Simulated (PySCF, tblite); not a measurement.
**C₃H₆B radical: geometry, infrared bands and EPR parameters**

Wanted: the infrared bands and EPR parameters of C₃H₆B radical (`B[C@H]1[CH]C1`), by calculation.

Computed with tblite 0.8.0 and PySCF 2.14.0, with density-fitted response routines of our own, on a single molecule in the gas phase. Atoms count from 0, in the outputs and in this text.

## 1. The starting structure

10 atoms, charge 0, multiplicity 2; geometry from: force field or distance geometry start.

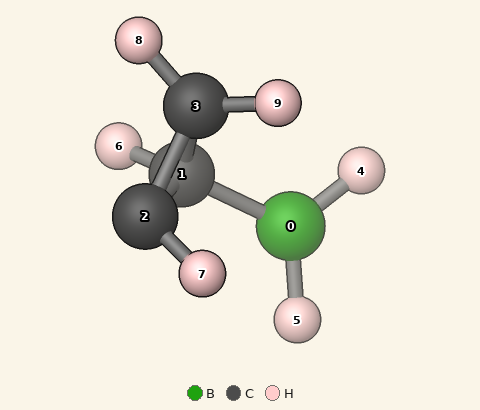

As it starts; boron green, carbon dark grey, hydrogen pink, atoms numbered; sticks join atoms by distance.

## 2. Geometry optimisation with GFN2-xTB

Job settings and geometry (Å):

```
{"job": {"kind": "relax", "xc": "GFN2-xTB", "basis": "xTB"}, "charge": 0, "multiplicity": 2}
B      1.313000    -0.655400     0.173700
C     -0.017500    -0.231800    -0.634800
C     -1.320200    -0.405800     0.127200
C     -0.729100     0.988100    -0.077600
H      2.207500     0.101000     0.264900
H      1.393700    -1.736500     0.633300
H     -0.072300    -0.331300    -1.732700
H     -1.173800    -0.731500     1.178700
H     -1.263400     1.581800    -0.826100
H     -0.329000     1.426000     0.871000
```

Launch:

```
> OMP_NUM_THREADS=1 python probes_run.py task.json out
```

The driver reads the jobs from task.json and runs them one after another.

The log of the run:

```text
step      E/eV     max force
  0    -287.17638    3.023
  1    -287.36301    1.356
  2    -287.46454    0.810
  3    -287.49180    0.678
  4    -287.54764    0.378
  5    -287.55633    0.299
  6    -287.57086    0.308
  7    -287.57990    0.279
  8    -287.58916    0.252
  9    -287.59553    0.251
 10    -287.60164    0.187
 11    -287.60620    0.156
 12    -287.60884    0.161
 13    -287.61053    0.136
 14    -287.61263    0.143
 15    -287.61554    0.180
 16    -287.61935    0.212
 17    -287.62324    0.174
 18    -287.62675    0.179
 19    -287.63021    0.203
 20    -287.63484    0.195
 21    -287.64193    0.221
 22    -287.65097    0.286
 23    -287.66150    0.333
 24    -287.67445    0.449
 25    -287.67703    0.544
 26    -287.69107    0.358
 27    -287.70151    0.202
 28    -287.71333    0.190
 29    -287.72699    0.316
 30    -287.73449    0.297
 31    -287.74919    0.266
 32    -287.76084    0.262
 33    -287.76887    0.473
 34    -287.78284    0.325
 35    -287.79606    0.277
 36    -287.81515    0.303
 37    -287.82994    0.435
 38    -287.84276    0.306
 39    -287.85105    0.436
 40    -287.86044    0.339
 41    -287.86643    0.234
 42    -287.87302    0.146
 43    -287.87451    0.154
 44    -287.87659    0.088
 45    -287.87778    0.070
 46    -287.87835    0.077
 47    -287.87871    0.052
 48    -287.87889    0.026
 49    -287.87895    0.019
 50    -287.87897    0.016
 51    -287.87899    0.018
 52    -287.87902    0.015
 53    -287.87904    0.015
 54    -287.87906    0.015
 55    -287.87908    0.014
 56    -287.87912    0.016
 57    -287.87916    0.015
 58    -287.87919    0.015
 59    -287.87921    0.017
 60    -287.87923    0.017
 61    -287.87926    0.015
 62    -287.87929    0.014
 63    -287.87931    0.009
```

Wall time 0.16 s (1 thread of Arm Neoverse V2, shared host).

Step by step: (not every step is listed)

```tsv
step	energy from step 0 (eV)	largest force (eV/Å)
0	0.0000	3.0228
1	-0.1866	1.3563
2	-0.2882	0.8098
3	-0.3154	0.6780
4	-0.3713	0.3784
5	-0.3800	0.2992
6	-0.3945	0.3081
7	-0.4035	0.2789
8	-0.4128	0.2519
13	-0.4341	0.1355
18	-0.4504	0.1791
23	-0.4851	0.3326
28	-0.5369	0.1896
33	-0.5925	0.4725
38	-0.6664	0.3055
43	-0.6981	0.1538
48	-0.7025	0.0256
53	-0.7027	0.0152
58	-0.7028	0.0153
59	-0.7028	0.0169
60	-0.7029	0.0175
61	-0.7029	0.0150
62	-0.7029	0.0136
63	-0.7029	0.0086
```

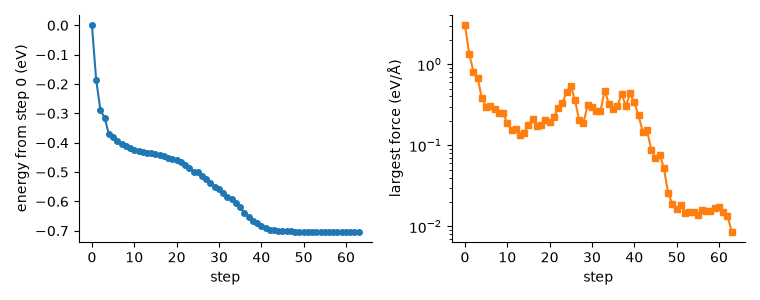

Energy and force, step by step.

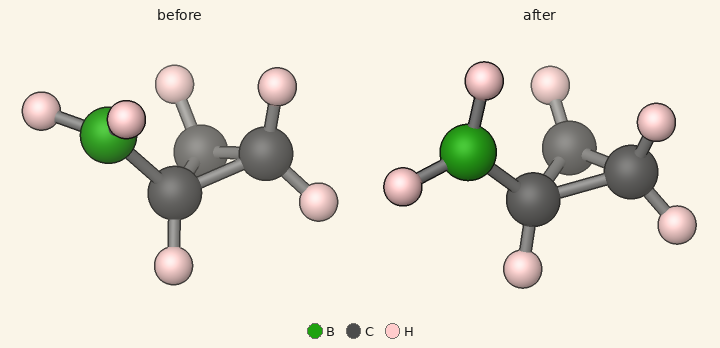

The geometry before (left) and after (right).

Distances of close pairs at the start and the end, largest changes first:

```tsv
bond	before (Å)	after (Å)	change (Å)
C2–C3	1.528	1.444	-0.084
B0–C1	1.613	1.540	-0.074
C1–C2	1.519	1.477	-0.042
C2–H7	1.110	1.069	-0.041
C3–H9	1.119	1.086	-0.033
C1–C3	1.518	1.547	+0.029
C1–H6	1.104	1.087	-0.017
C3–H8	1.095	1.081	-0.013
```

The next job starts from the end point, and lists it.

## 3. Vibrational analysis with GFN2-xTB

Job settings and geometry (Å):

```
{"job": {"kind": "ir", "xc": "GFN2-xTB", "basis": "xTB"}, "charge": 0, "multiplicity": 2}
B      1.326056    -0.713917     0.125842
C     -0.013164    -0.307637    -0.516613
C     -1.190853    -0.242707     0.373005
C     -0.722210     1.018224    -0.151164
H      1.634628    -0.239277     1.149965
H      2.016853    -1.502593    -0.391618
H     -0.220289    -0.637433    -1.530952
H     -1.330817    -0.589967     1.374536
H     -1.266373     1.491065    -0.957189
H     -0.224949     1.728897     0.501660
```

The log of the run:

```text
mode    cm-1     km/mol
  1     173.2      1.01
  2     288.3      2.23
  3     317.1      0.93
  4     630.0     28.10
  5     762.8      9.52
  6     804.6    103.46
  7     855.5     13.54
  8     869.0     60.78
  9     890.4     12.97
 10     982.1     30.29
 11    1028.4     32.95
 12    1040.4      2.27
 13    1051.0     31.15
 14    1089.5      3.83
 15    1194.0     50.74
 16    1237.4     55.20
 17    1374.7      5.01
 18    1451.0      1.92
 19    2634.1    117.28
 20    2668.8    154.05
 21    2987.0     15.96
 22    3002.9     55.19
 23    3054.9     23.74
 24    3147.7     33.69
```

Wall time 0.1 s (1 thread of Arm Neoverse V2, shared host).

The strongest bands and the atoms that carry them (share of the mass-weighted mode):

```tsv
cm⁻¹	km/mol	atoms
805	103.5	H4 30 %, H5 30 %, B0 23 %
869	60.8	C1 21 %, H7 21 %, H5 11 %
1194	50.7	H5 32 %, H6 25 %, H4 24 %, B0 17 %
1237	55.2	H6 44 %, C1 15 %
2634	117.3	H4 62 %, H5 34 %
2669	154.1	H5 58 %, H4 31 %, B0 11 %
3003	55.2	H9 79 %, H6 14 %
3148	33.7	H7 92 %
```

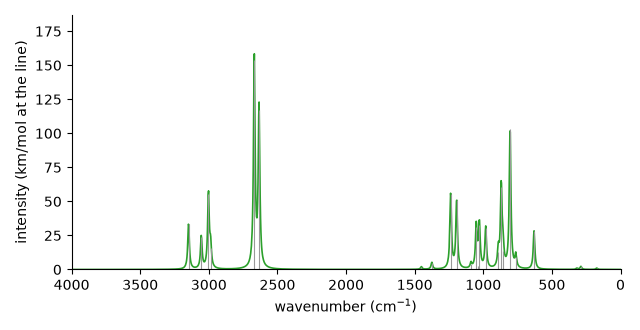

The infrared spectrum from these modes, unscaled. Lines are broadened to a width of 14 cm⁻¹ (Lorentzian).

## 4. EPR parameters: B3LYP/pcH-1

Settings changed since step 3:

```diff
@@ -1,2 +1,2 @@
-{"job": {"kind": "ir", "xc": "GFN2-xTB", "basis": "xTB"}, "charge": 0, "multiplicity": 2}
+{"job": {"kind": "epr", "basis": "pcH-1"}, "charge": 0, "multiplicity": 2}
 B      1.326056    -0.713917     0.125842
```

With the program's defaults for keys left out, this is: UKS B3LYP, pcH-1 on B C H, non-relativistic, mean-field spin-orbit, GIAO.

The log of the run:

```text
UKS, coarse grid
  cycle   1  E = -142.63908976  |g| = 2.14e-01
  cycle   2  E = -142.63906377  |g| = 2.33e-01
  cycle   3  E = -142.66785476  |g| = 3.66e-02
  cycle   4  E = -142.66851963  |g| = 1.43e-02
  cycle   5  E = -142.66864914  |g| = 4.08e-03
  cycle   6  E = -142.66866189  |g| = 2.27e-03
  cycle   7  E = -142.66866538  |g| = 7.54e-04
UKS, final grid
  cycle   1  E = -142.66864862  |g| = 9.05e-04
  cycle   2  E = -142.66864820  |g| = 1.28e-03
  cycle   3  E = -142.66864912  |g| = 8.78e-05
  cycle   4  E = -142.66864913  |g| = 3.99e-05
  cycle   5  E = -142.66864913  |g| = 1.65e-05
E = -142.66864913 Eh   <S^2> = 0.7534 (exact 0.7500)
g shifts (ppm)      1          2          3
  rmc          -139       -139       -139
  gc             14         -2         14
  oz_so          -8        671        738
  total        -133        530        614
hyperfine (MHz)  atom isotope    a_iso     a_fc   dipolar eigenvalues
    0   11B      25.50      25.50     -4.35     -2.64      6.99
    1   13C     -20.82     -20.82     -4.89     -0.79      5.69
    2   13C     304.71     304.71    -74.26    -69.58    143.84
    3   13C     -15.00     -15.00     -4.23     -1.36      5.60
    4    1H      -4.17      -4.17     -2.81     -1.60      4.41
    5    1H      -0.46      -0.46     -2.32     -1.48      3.80
    6    1H      98.38      98.38     -6.03     -4.11     10.14
    7    1H      -0.49      -0.49    -32.60     -3.74     36.33
    8    1H      68.80      68.80     -5.65     -4.34      9.99
    9    1H      54.36      54.36     -4.56     -2.23      6.78
```

It took 14 s on 1 thread of Arm Neoverse V2, shared host; peak memory 0.58 GiB.

Principal g values 2.00219, 2.00285, 2.00293; g(iso) = 2.00266, against 2.00232 for a free electron.

Mean a(iso) over the nuclei that a row names, and the largest dipolar term of the row (other rows stand at the frozen geometry):

```tsv
nuclei	isotope	a(iso) (MHz)	a(iso) (G, at g = 2.0023)	largest dipolar term (MHz)
C2	13C	304.7	108.7	143.8
H6	1H	98.4	35.1	10.1
H8	1H	68.8	24.5	10.0
H9	1H	54.4	19.4	6.8
B0	11B	25.5	9.1	7.0
C1	13C	-20.8	-7.4	5.7
C3	13C	-15.0	-5.4	5.6
H4, H5	1H	-2.3	-0.8	4.4
H7	1H	-0.5	-0.2	36.3
```

Mulliken spin populations:

```tsv
atom	value (e)
B0	0.07
C1	-0.04
C2	0.95
C3	-0.05
H4	0.00
H5	0.00
H6	0.04
H7	-0.01
H8	0.03
H9	0.02
```

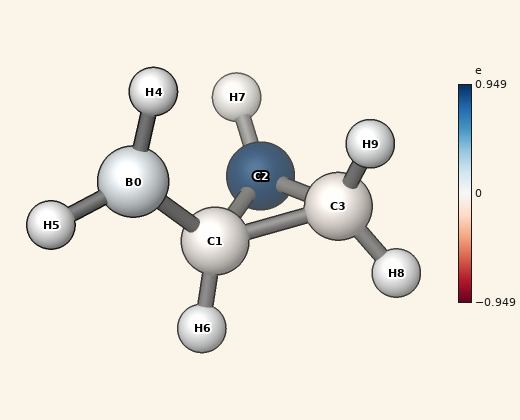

Mulliken spin populations, as colours on the atoms.

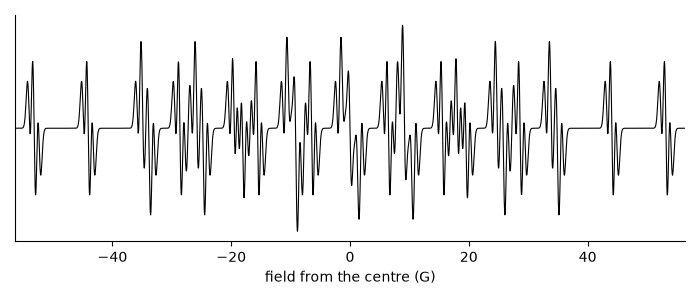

First-order isotropic spectrum (first derivative, main isotopes with spin only, couplings over 0.8 MHz, Gaussian width 0.3 G; couplings of the frozen geometry, rotation of groups not averaged beyond the rows shown).

The fields below are evaluated on a grid from the run's orbitals.

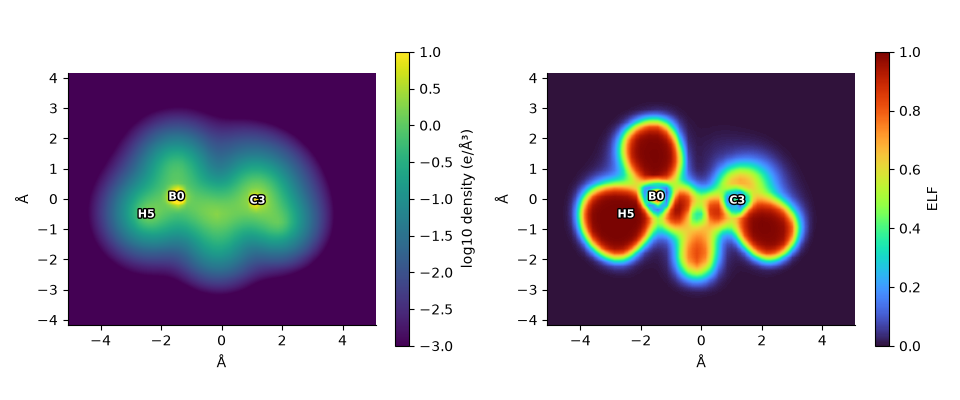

Density (left) and ELF (right) in a plane through or near 3 of the atoms.

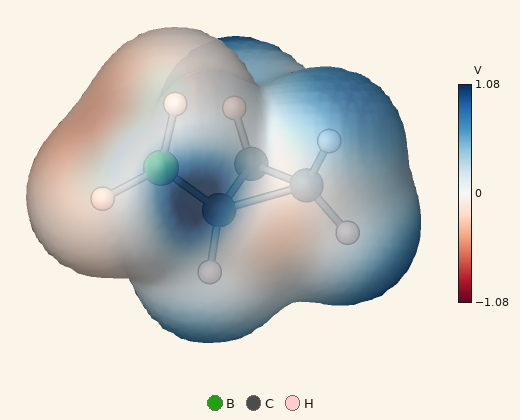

Electrostatic potential on the surface of density 0.002 e/bohr³; red is low, blue high. It runs from -0.42 V near C2 to 1.08 V near B0.

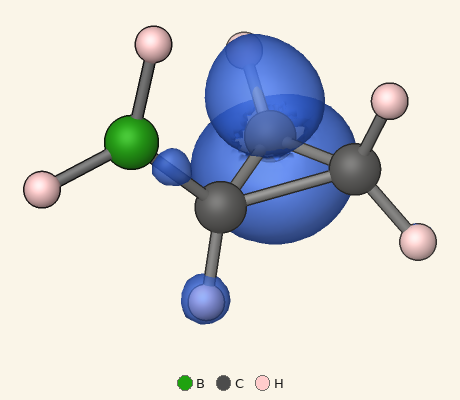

Spin density at ±0.05 e/Å³ (alpha excess blue, beta excess red).

## 5. Summary of results

| quantity | value |
| --- | --- |
| strongest single infrared mode (GFN2-xTB) | 2669 cm⁻¹, 154 km/mol |
| zero-point energy (GFN2-xTB) | 47.9 kcal/mol |
| g(iso) (B3LYP) | 2.00266 |
| ⟨S²⟩ | 0.753 (exact 0.75) |
| largest a(iso) (averaged by class) | 13C on C2, 304.7 MHz |
| surface potential, least and greatest | -0.42 V and 1.08 V |

Over 63 steps the energy fell by 0.703 eV; of the close pairs, C2–C3 changed most, 1.528 to 1.444 Å. No mode is imaginary among the 24: a minimum at this level. The strongest single mode, at 2669 cm⁻¹, moves mainly H5 and H4. Unscaled tight-binding wavenumbers are off by several per cent, some by more. Its intensities can rank the bands wrongly. Most of the unpaired spin sits on C2 (0.95 e). The isotropic g lies 0.3 ppt above the free-electron value.
